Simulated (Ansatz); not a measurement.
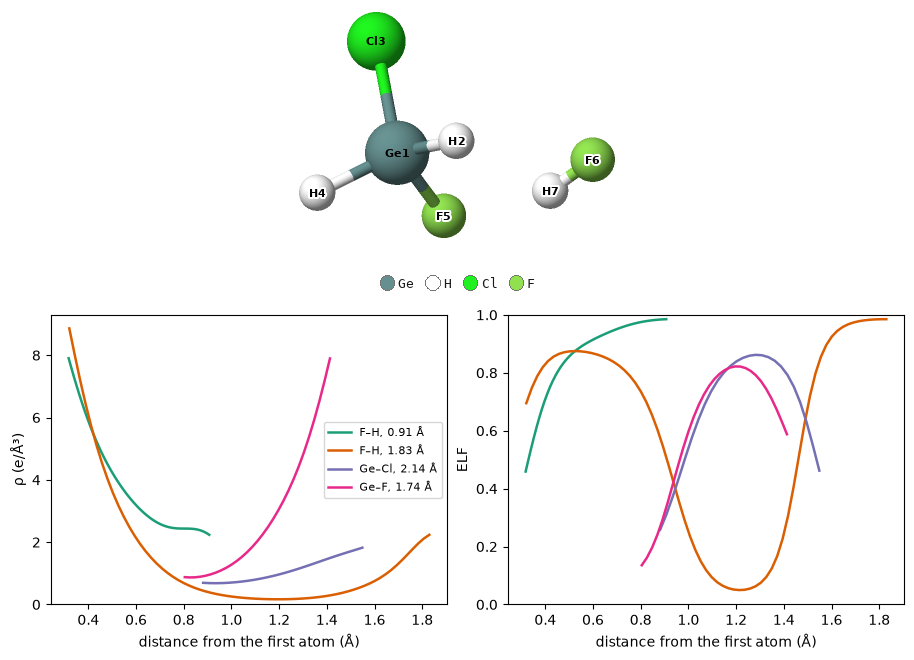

*ClFGeH2···HF. Total electron density and ELF along straight lines between neighbouring atoms. The curves leave out the atomic cores. The structure is drawn too.*

The calculation used RHF/def2-SVP (Ansatz).

```xyz
7

Ge   -0.0358    0.4313   -0.0817
H     0.0879    0.9339    1.3403
Cl    1.8411    0.5753   -1.0923
H    -1.1294    1.0340   -0.9408
F    -0.3935   -1.2680    0.0139
F     1.1940   -2.0739    1.9526
H     0.5962   -2.1505    1.2749
```

Compare the contacts.

F–H (0.91 Å): ρ at the midpoint is about 4.9 e/Å³; the ELF climbs to about 1 towards the hydrogen, as it does in any bond to H; an ordinary covalent bond to hydrogen.
F5···H7 (1.83 Å): the density falls to about 0.17 e/Å³ on the way; the ELF dips to about 0.05 between them (by its geometry a hydrogen bond between the two molecules, with no shared pair).
Ge–Cl (2.14 Å): the density is about 0.76 e/Å³ at the midpoint, with its minimum of 0.68 e/Å³ about 0.9 Å from Ge; the ELF peaks at about 0.85 in the valence shell of Cl, 0.9 Å from its nucleus, and is about 0.70 at the midpoint.
Ge–F (1.74 Å): ρ at the midpoint is about 0.89 e/Å³; the ELF peaks at about 0.80 in the valence shell of F, 0.5 Å from its nucleus, and is about 0.25 at the midpoint.
